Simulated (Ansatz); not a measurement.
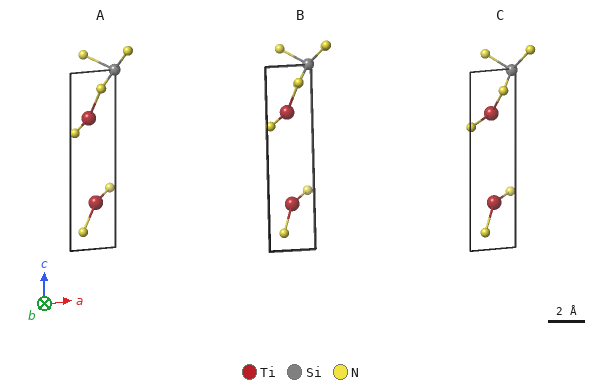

3 geometries from one relaxation of a crystal of Ti2SiN4 (built on the Bi2PbSe4-166 type type), in shuffled order. The picture is a ball-and-stick view of the cell of the calculation, reduced to other axes, seen along the b axis. Lengths and directions refer to the drawn axes.

Case: shaken.

Theory: DFT, PBEsol, plane waves, PAW (Ansatz). (plane-wave cutoff 420 eV; k-point mesh 8 × 8 × 8; occupations fermi dirac; smearing width 0.05 eV; no spin polarisation; cell and atoms relaxed; force threshold 0.01 eV/Å; at most 120 steps)

Q: Put them in the order of the run, from the start to the converged end.

A: C, B, A. They are steps 0, 2, 13, at +528 meV per atom, +50.7 meV per atom relative to the last. The largest move relative to the cell is that of an N atom, 0.39 Å along [3 1 −1]. By element the largest moves are N 0.39 Å, Ti 0.34 Å, Si 0.19 Å. The volume changes by −1.4 %, with a 2.930 → 2.935 Å (+0.2 %), b 2.933 → 2.935 Å (+0.1 %), c 10.207 → 10.141 Å (−0.7 %), α 82.6° → 82.2°, β 82.0° → 81.9°, γ 61.0° → 60.0°. Among the contacts that change: N–Ti 2.285 → 1.865 Å, N–Ti 1.987 → 2.336 Å, N–Si 2.313 → 1.968 Å, N–Si 2.292 → 1.968 Å. Among the angles between lasting bonds that change: Ti–N–Ti 125.1° → 103.8°, N–Si–N 162.2° → 180.0°, N–Si–N 101.2° → 83.6°. Within 0.06 Å the space group is P1 at the start and C2/m at the end; at a tighter tolerance small leftover displacements or strains of the cell lower it. Over 11 accepted moves (13 points after the start) the energy falls by 528 meV per atom. The largest force component goes from 7 to 0.0011 eV/Å. Pressure: 30.10 GPa at the start and −0.01 GPa at the end. The SCF was repeated twice at an unchanged geometry on a basis and grid sized afresh for the cell, which shifted the energy by 0.4 meV per atom at most.
